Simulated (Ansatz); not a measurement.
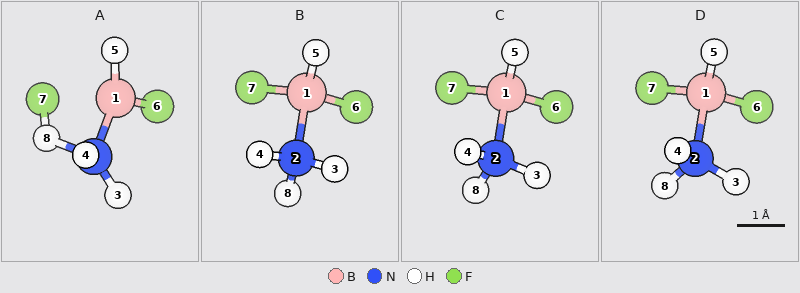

4 geometries from a converged minimum-energy path of BNH4F2, shuffled. Style: ball-and-stick. Shown from a free direction.

Theory: RKS r2SCAN-D4/def2-SVP in Ansatz. Run with 7 movable images; climbing image; force threshold 0.03 eV/Å; iteration limit 60; starting path through a guess of the saddle point.

**Which frame is the top of the path?**

A. In order along the path, whose images run from 0 to 8: A (image 2, +0.32 eV), D (image 6, −1.07 eV), C (image 7, −1.09 eV), B (image 8, −1.10 eV). Breaking: F7–H8 (0.94 → 1.08 at the top → 2.60 Å). Forming: B1–F7 (2.80 → 1.81 at the top → 1.38 Å), N2–H8 (1.85 → 1.41 at the top → 1.02 Å).
